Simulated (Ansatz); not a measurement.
# C2H8GeO: small, medium and large basis sets

Aim: see how fast density functionals converge with the basis set for C2H8GeO.

Method: one geometry, several basis sets; program: Ansatz 0.2.0, Gaussian basis.

Levels to be run: PBE0-D4/def2-SVP; ωB97M-V/def2-SVP; PBE0-D4/def2-QZVPP; ωB97M-V/def2-QZVPP; the functionals' def2-TZVPP values are taken from earlier runs.

## 1. The geometry

All runs share one geometry, relaxed beforehand with PBE0-D4 in a triple-zeta def2 set.

SMILES `CO[CH2][GeH3]`, 12 atoms, charge 0, spin multiplicity 1.

Atoms are counted from 1 here; the program's logs count them from 0.

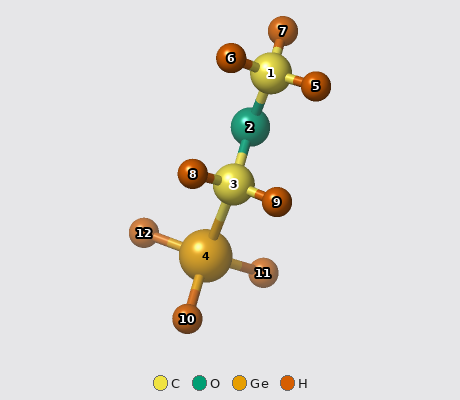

The geometry (carbon yellow, oxygen teal, germanium amber, hydrogen orange); atoms are numbered from 1 in the order of the file.

## 2. PBE0-D4 in def2-SVP

Input file in.yaml:

```yaml
crystal:
  periodic: [false, false, false]
  atoms:
    - {symbol: C, position_ang: [-0.286726, 1.970818, 0.433971]}
    - {symbol: O, position_ang: [0.239189, 0.680045, 0.588442]}
    - {symbol: C, position_ang: [-0.231016, -0.210238, -0.390144]}
    - {symbol: Ge, position_ang: [0.575113, -1.975133, -0.067901]}
    - {symbol: H, position_ang: [-1.382702, 1.968537, 0.513905]}
    - {symbol: H, position_ang: [-0.011129, 2.401352, -0.538779]}
    - {symbol: H, position_ang: [0.126819, 2.592713, 1.228469]}
    - {symbol: H, position_ang: [0.033921, 0.134286, -1.401307]}
    - {symbol: H, position_ang: [-1.327681, -0.296481, -0.355210]}
    - {symbol: H, position_ang: [0.062149, -2.953949, -1.140003]}
    - {symbol: H, position_ang: [0.173603, -2.489542, 1.322614]}
    - {symbol: H, position_ang: [2.105261, -1.877708, -0.160159]}
basis:
  gaussian: {orbitals: def2-SVP}
hamiltonian: {xc: pbe0, dispersion: d4}
output: {orbitals: {seedname: orbitals}}
```

Command:

```sh
$ ansatz run in.yaml --threads 4 --pin off --events-out ev --progress --plain --max-ram 10444MiB
```

Log:

```text
Functional definition: PBE0
  name "PBE0"
  cite "Adamo & Barone, J. Chem. Phys. 110, 6158 (1999) doi:10.1063/1.478522"
  cite "Perdew, Burke & Ernzerhof, Phys. Rev. Lett. 77, 3865 (1996) doi:10.1103/PhysRevLett.77.3865"
  parent pbe
  parameter a = 0.25
  parameter kappa = 0.804
  parameter beta = 0.06672455060314922
  exchange = (1 - a)*pbe_x(kappa = kappa, mu = beta*pi^2/3) + a*exact_x
  correlation = pbe_c(beta = beta)
1153 factors; integrals over basis functions are off by at most 1.3e-3 eV
mean field evaluation 1: about -60742.5749 eV, gradient 4.1e1 eV
mean field evaluation 2: about -60741.1265 eV, gradient 4.9e1 eV
mean field evaluation 4: about -60746.4238 eV, gradient 2.4e0 eV
mean field evaluation 8: about -60746.5711 eV, gradient 1.9e-1 eV
mean field evaluation 16: about -60746.5711 eV, gradient 2.1e-5 eV
mean field -60746.57114432 eV, -2232.3953140488 hartree, gradient 2.1e-5 eV, S^2 0.000000; 0 other end points of the search recorded, 0 dependent functions left out
reference -60746.57117411 eV, -2232.3953151439 hartree; 30, 30 occupied and 84, 84 virtual orbitals, 1153 factors
Total energy: -60746.73889260 eV, -2232.4014786846 hartree
```

Run time: 1.3 s. Hardware: 4 threads of Arm Neoverse V2, shared host.

## 3. ωB97M-V in def2-SVP

in.yaml: that of step 2 with these lines changed.

```diff
@@ -17,3 +17,3 @@
   gaussian: {orbitals: def2-SVP}
-hamiltonian: {xc: pbe0, dispersion: d4}
+hamiltonian: {xc: {name: wB97M-V}}
 output: {orbitals: {seedname: orbitals}}
```

The command is unchanged.

Log, shortened:

```text
Functional definition: wB97M-V
  name "wB97M-V"
  cite "Mardirossian & Head-Gordon, J. Chem. Phys. 144, 214110 (2016) doi:10.1063/1.4952647"
  cite "Becke, J. Chem. Phys. 107, 8554 (1997) doi:10.1063/1.475007"
  cite "Vydrov & Van Voorhis, J. Chem. Phys. 133, 244103 (2010) doi:10.1063/1.3521275"
  # Of w^i u^j: cxij and so on, Table III.
[...]
  gx(w, u) = 1 - cx + cx01*u + cx10*w
  gss(w, u) = css00 + css04*u^4 + css10*w + css20*w^2 + css43*w^4*u^3
  gos(w, u) = cos00 + cos10*w + (cos20 + cos21*u)*w^2 + (cos60 + cos61*u)*w^6
[...]
      + integral(e_c_pw_mod_opposite_spin*gos(b97_w_opposite, b97_u_opposite)) + vv10(b, c)
1301 factors; their error is unknown
322 factors; integrals over basis functions are off by at most 6.3e-6 eV
[...]
mean field -60753.04994692 eV, -2232.6334056529 hartree, gradient 2.7e-5 eV, S^2 0.000000; 0 other end points of the search recorded, 0 dependent functions left out
reference -60753.04999340 eV, -2232.6334073612 hartree; 30, 30 occupied and 84, 84 virtual orbitals, 1301 factors
Total energy: -60753.04999340 eV, -2232.6334073612 hartree
```

Run time: 4.4 s. Hardware: 4 threads of Arm Neoverse V2, shared host.

## 4. PBE0-D4 in def2-QZVPP

in.yaml: that of step 3 with these lines changed.

```diff
@@ -16,4 +16,4 @@
 basis:
-  gaussian: {orbitals: def2-SVP}
-hamiltonian: {xc: {name: wB97M-V}}
+  gaussian: {orbitals: "def2-QZVPP.json"}
+hamiltonian: {xc: pbe0, dispersion: d4}
 output: {orbitals: {seedname: orbitals}}
```

The command is unchanged.

Log:

```text
Functional definition: PBE0
  name "PBE0"
  cite "Adamo & Barone, J. Chem. Phys. 110, 6158 (1999) doi:10.1063/1.478522"
  cite "Perdew, Burke & Ernzerhof, Phys. Rev. Lett. 77, 3865 (1996) doi:10.1103/PhysRevLett.77.3865"
  parent pbe
  parameter a = 0.25
  parameter kappa = 0.804
  parameter beta = 0.06672455060314922
  exchange = (1 - a)*pbe_x(kappa = kappa, mu = beta*pi^2/3) + a*exact_x
  correlation = pbe_c(beta = beta)
1588 factors; their error is unknown
mean field evaluation 1: about -60753.6898 eV, gradient 5.4e1 eV
mean field evaluation 2: about -60749.1743 eV, gradient 7.1e1 eV
mean field evaluation 4: about -60759.8549 eV, gradient 4.1e0 eV
mean field evaluation 8: about -60759.8837 eV, gradient 5.0e-2 eV
mean field evaluation 16: about -60760.0229 eV, gradient 3.5e-5 eV
mean field -60760.02288855 eV, -2232.8896565314 hartree, gradient 3.5e-5 eV, S^2 0.000000; 0 other end points of the search recorded, 0 dependent functions left out
reference -60760.02293289 eV, -2232.8896581611 hartree; 30, 30 occupied and 470, 470 virtual orbitals, 1588 factors
Total energy: -60760.19065138 eV, -2232.8958217018 hartree
```

Run time: 9.5 s. Hardware: 4 threads of Arm Neoverse V2, shared host; peak memory 1.9 GiB.

## 5. ωB97M-V in def2-QZVPP

in.yaml: that of step 4 with these lines changed.

```diff
@@ -17,3 +17,3 @@
   gaussian: {orbitals: "def2-QZVPP.json"}
-hamiltonian: {xc: pbe0, dispersion: d4}
+hamiltonian: {xc: {name: wB97M-V}}
 output: {orbitals: {seedname: orbitals}}
```

The command is unchanged.

Log, shortened:

```text
Functional definition: wB97M-V
  name "wB97M-V"
  cite "Mardirossian & Head-Gordon, J. Chem. Phys. 144, 214110 (2016) doi:10.1063/1.4952647"
  cite "Becke, J. Chem. Phys. 107, 8554 (1997) doi:10.1063/1.475007"
  cite "Vydrov & Van Voorhis, J. Chem. Phys. 133, 244103 (2010) doi:10.1063/1.3521275"
  # Of w^i u^j: cxij and so on, Table III.
[...]
  gx(w, u) = 1 - cx + cx01*u + cx10*w
  gss(w, u) = css00 + css04*u^4 + css10*w + css20*w^2 + css43*w^4*u^3
  gos(w, u) = cos00 + cos10*w + (cos20 + cos21*u)*w^2 + (cos60 + cos61*u)*w^6
[...]
      + integral(e_c_pw_mod_opposite_spin*gos(b97_w_opposite, b97_u_opposite)) + vv10(b, c)
1576 factors; their error is unknown
406 factors; integrals over basis functions are off by at most 7.5e-6 eV
[...]
mean field -60766.68016693 eV, -2233.1343069994 hartree, gradient 3.0e-5 eV, S^2 0.000000; 0 other end points of the search recorded, 0 dependent functions left out
reference -60766.68023723 eV, -2233.1343095831 hartree; 30, 30 occupied and 470, 470 virtual orbitals, 1576 factors
Total energy: -60766.68023723 eV, -2233.1343095831 hartree
```

It took 21 s on 4 threads of Arm Neoverse V2, shared host; peak memory 2.2 GiB.

## 6. Functionals by basis

The def2-TZVPP values come from earlier runs at the same geometry.

```
functional       basis  functions  energy (eV)  from the largest (eV)  HOMO (eV)  LUMO (eV)
   PBE0-D4    def2-SVP        114  -60746.7389                 13.452      -7.45       1.27
   PBE0-D4  def2-TZVPP        253  -60758.7196                  1.471      -7.61       0.90
   PBE0-D4  def2-QZVPP        500  -60760.1907                  0.000      -7.65       0.48
   ωB97M-V    def2-SVP        114  -60753.0500                 13.630      -9.86       3.01
   ωB97M-V  def2-TZVPP        253  -60765.2364                  1.444     -10.03       2.46
   ωB97M-V  def2-QZVPP        500  -60766.6802                  0.000     -10.06       1.70
```

## 7. Outcome

| quantity | value |
| --- | --- |
| PBE0-D4: double and triple zeta above quadruple | 13.45, 1.47 eV |
| ωB97M-V: double and triple zeta above quadruple | 13.63, 1.44 eV |

In words: PBE0-D4 gains 11.98 eV from double to triple zeta, then 1.47 eV more. These are total energies; as a rule much of such shifts cancels in differences, which this series doesn't test. The LUMO of ωB97M-V is positive and keeps falling with the basis (3.01 to 1.70 eV): an unbound level that the basis holds in place.

For PBE0-D4 the largest set took about 7 times as long as the smallest (9.5 s against 1.3 s).
